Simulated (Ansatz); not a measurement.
```xyz
18
Lattice="5.7293 0.0000 0.0000 -2.8647 4.9618 0.0000 0.0000 0.0000 11.9545" Properties=species:S:1:pos:R:3 pbc="T T T"
Li    2.8647    1.6539    1.3038
Li    0.0000    3.3079    5.2886
Li    0.0000    0.0000    9.2735
Li    0.0000    0.0000    2.6810
Li    2.8647    1.6539    6.6660
Li    0.0000    3.3079   10.6507
Tl    0.0000    0.0000    0.0000
Tl    2.8647    1.6539    3.9848
Tl    0.0000    3.3079    7.9697
H     4.2970    0.8270    1.9925
H     1.4323    2.4809    5.9773
H    -1.4323    4.1348    9.9620
H     1.4323    0.8270    1.9925
H    -1.4323    2.4809    5.9773
H     1.4324    4.1348    9.9620
H     2.8646    3.3079    1.9925
H     2.8647    0.0000    5.9773
H     0.0000    1.6539    9.9620
```

Space group R-3m; a structure from a database of computed crystals, not necessarily the ambient phase; started from the Li2GaCu3-166 prototype, which need not be the ambient phase.

Method: DFT, r2SCAN+rVV10, plane waves, PAW in Ansatz.

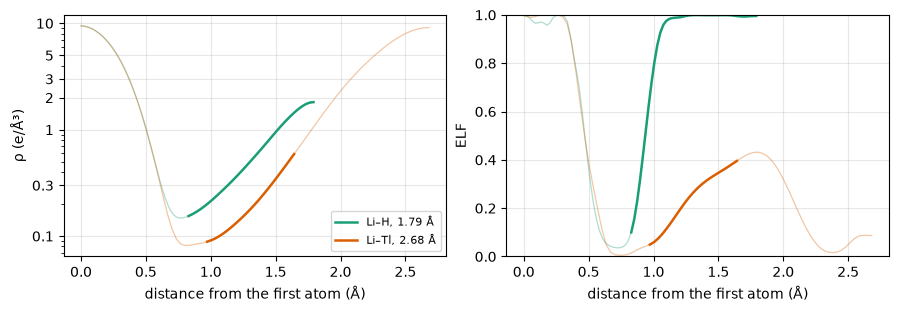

Li₂TlH₃. Valence electron density and electron localisation function along straight lines between neighbouring atoms. Thin, pale parts lie inside the atomic spheres.

The density is the valence pseudo-density of a PAW calculation; it isn't the true density close to the nuclei.

Q: What can be read from the curves?

A: Li–H (1.79 Å): ρ at the midpoint is about 0.17 e/Å³; the ELF climbs to about 1 towards the hydrogen: a hydride-like H with a filled shell, bound largely ionically.
Li–Tl (2.68 Å): ρ is about 0.2 e/Å³ halfway; the ELF is about 0.30 at the midpoint; no shared electron pair shows on this line.
